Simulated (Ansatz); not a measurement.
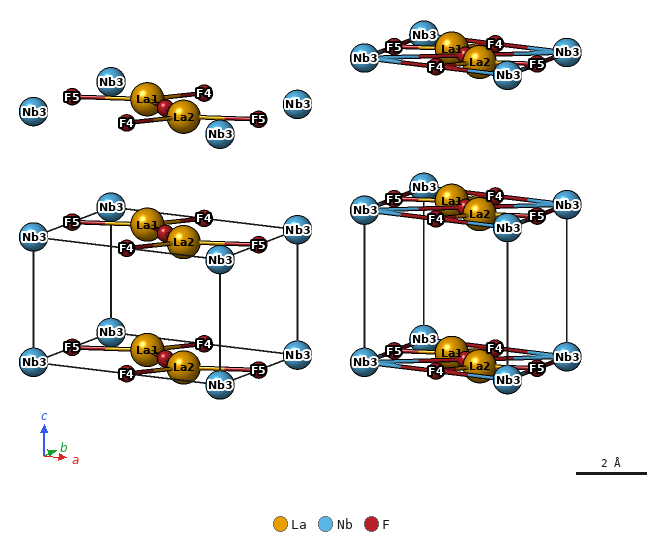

Two geometries of crystalline La$_{2}$NbF$_{3}$ (a generated structure, set up in P6/mmm) (coarse preliminary run), drawn at one scale. One is the start of a relaxation, the other its converged end. Style: ball-and-stick. Shown: the cell of the calculation, repeated 1 × 1 × 2 with one cell outlined, slightly off an axis.

These are results of DFT PBE, scalar-relativistic, plane waves, PAW in Ansatz, not measurements. (plane-wave cutoff 420 eV; k-point mesh 3 × 3 × 4; occupations gaussian; smearing width 0.1 eV; collinear spin; cell and atoms relaxed; force threshold 0.04 eV/Å; at most 70 steps)

Which of the two is the end point?

Answer. The left one is the relaxed one. Over 11 accepted moves (13 points after the start) the energy falls by 3918 meV per atom. All forces vanish by symmetry, so only the cell relaxes. The pressure goes from 84.56 to 0.35 GPa. At 2 points the geometry stayed and the basis and grid were re-selected for the new cell (energy shift of 236 meV per atom at most each time). No atom moves by more than 0.005 Å relative to the cell. Cell: a = b 5.971 → 7.788 Å (+30.4 %), c 4.396 → 3.622 Å (−17.6 %). Volume +40.1 %. Among the contacts that change: La–Nb 3.448 → 4.496 Å, La–La 3.448 → 4.496 Å, F–Nb 2.986 → 3.894 Å, F–La 1.724 → 2.248 Å. The space group stays P6/mmm (No. 191).

Limits of the set-up: layers or molecules are held without a dispersion correction, so their spacing is unreliable.
